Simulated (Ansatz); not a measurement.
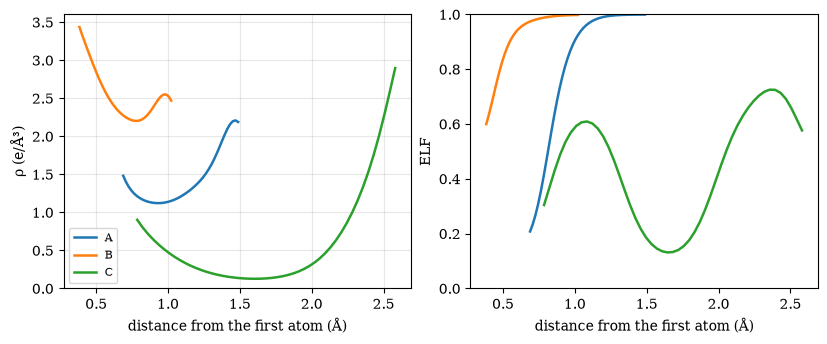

Figure 1: NH₃···HSe (doublet). Electron density and electron localisation function along straight lines between neighbouring atoms. The curves leave out the atomic cores.

The calculation used UKS PBE-D4/def2-SVPD in Ansatz.

```yaml
atoms:
  - { symbol: H, position_ang: [-0.9964, 0.5135, 0.4098] }
  - { symbol: Se, position_ang: [0.5375, -1.3912, -1.1456] }
  - { symbol: N, position_ang: [-0.1410, 0.6256, 0.9576] }
  - { symbol: H, position_ang: [-0.1252, -0.4394, -2.0775] }
  - { symbol: H, position_ang: [0.6495, 0.9188, 0.3788] }
  - { symbol: H, position_ang: [0.0756, -0.2273, 1.4768] }
```

Which curve belongs to which contact (N–H, Se–H and Se–N)? The first atom named is at distance zero.

Answer. Curve A: Se–H (1.49 Å): the density is about 1.3 e/Å³ at the midpoint; the ELF climbs to about 1 towards the hydrogen, as it does in any bond to H. Curve B: N–H (1.02 Å): ρ is about 2.8 e/Å³ halfway; the ELF climbs to about 1 towards the hydrogen: a covalent bond by its length. Curve C: Se2···N3 (2.99 Å): the density falls to about 0.13 e/Å³ on the way; the ELF dips to about 0.15 between them.
